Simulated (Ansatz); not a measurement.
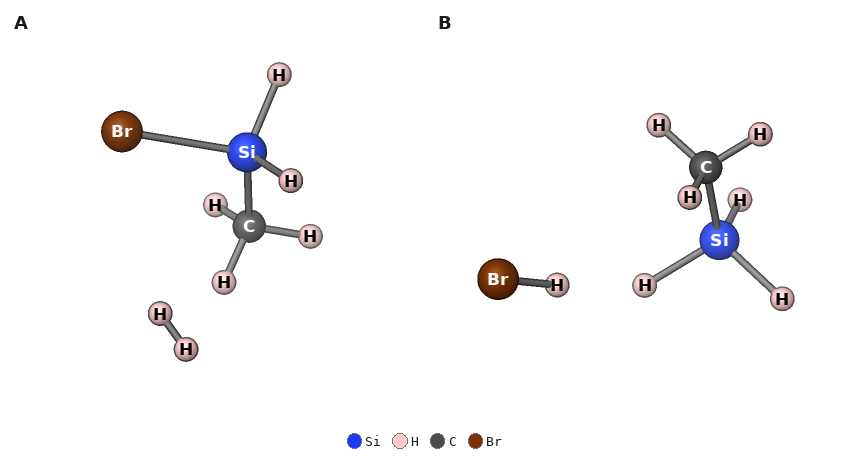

2 stationary structures of one formula. Geometries: PBE0-D4/def2-TZVP. Electronic energies: RHF-MP2 (frozen core)/def2-QZVPP (Ansatz 0.2.0), without zero-point energy. Each is one conformer, not always the lowest.

Which structure is the most stable?

A is lowest (a minimum); B lies 84.5 kJ/mol above it (a minimum).

Give E(B) − E(A) in kJ/mol at these levels too: SPW92 (LDA)/def2-TZVPP; PBE-QIDH (frozen core)/def2-TZVPP; PBE0-D4/def2-TZVPP; RHF-MP2 (frozen core)/def2-QZVPP; direct RPA on PBE orbitals (frozen core)/def2-TZVPP; PBE-D4/def2-TZVPP; BLYP-D4/def2-TZVPP; r2SCAN0-D4/def2-TZVPP.

| level | E(B) − E(A) (kJ/mol) |
| --- | --- |
| SPW92 (LDA)/def2-TZVPP | +63.0 |
| PBE-QIDH (frozen core)/def2-TZVPP | +76.6 |
| PBE0-D4/def2-TZVPP | +73.6 |
| RHF-MP2 (frozen core)/def2-QZVPP | +84.5 |
| direct RPA on PBE orbitals (frozen core)/def2-TZVPP | +66.0 |
| PBE-D4/def2-TZVPP | +72.1 |
| BLYP-D4/def2-TZVPP | +70.0 |
| r2SCAN0-D4/def2-TZVPP | +77.5 |
